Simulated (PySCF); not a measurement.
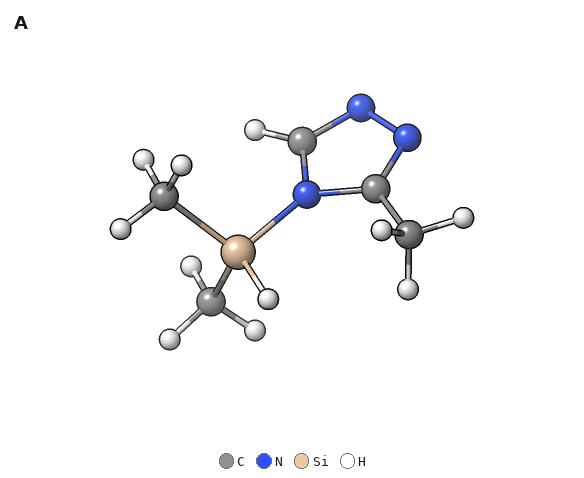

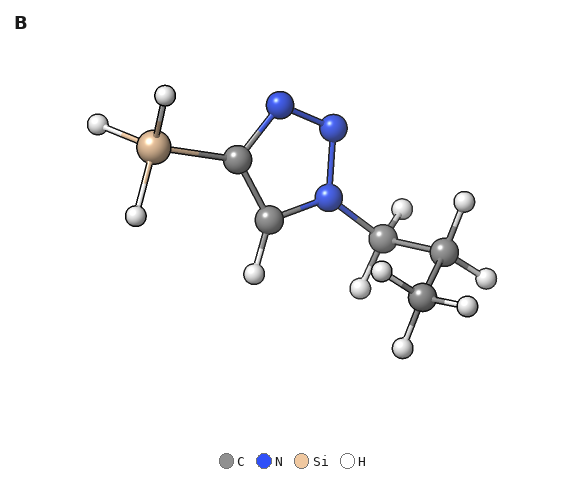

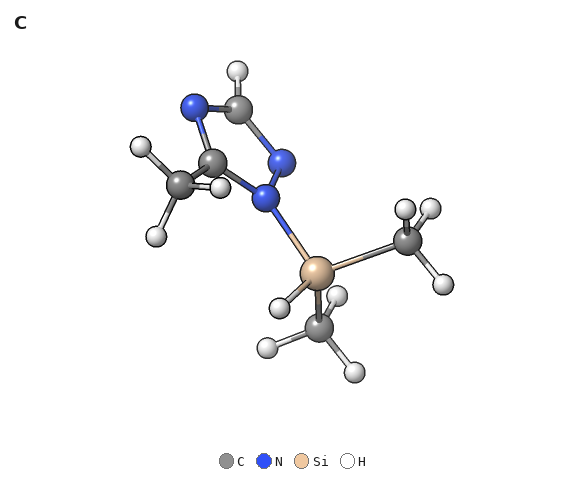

3 stationary structures of one formula. Geometries: GFN2-xTB. Electronic energies: PBE0/pcSseg-1 (PySCF 2.14.0), without zero-point energy. No frequency run is at hand to confirm each as a minimum. Each is one conformer, not always the lowest.

**Which structure is the most stable?**

C is lowest; A lies 8.2 kcal/mol above it, B lies 52.4 kcal/mol above it. A is `Cc1nncn1[SiH](C)C`, B is `CCCn1cc([SiH3])nn1`, C is `Cc1ncnn1[SiH](C)C`.

The geometry is semi-empirical. Around Si such bond lengths and angles can be off by a tenth of an ångström or more and by several degrees, and values that hang on the shape move with them.
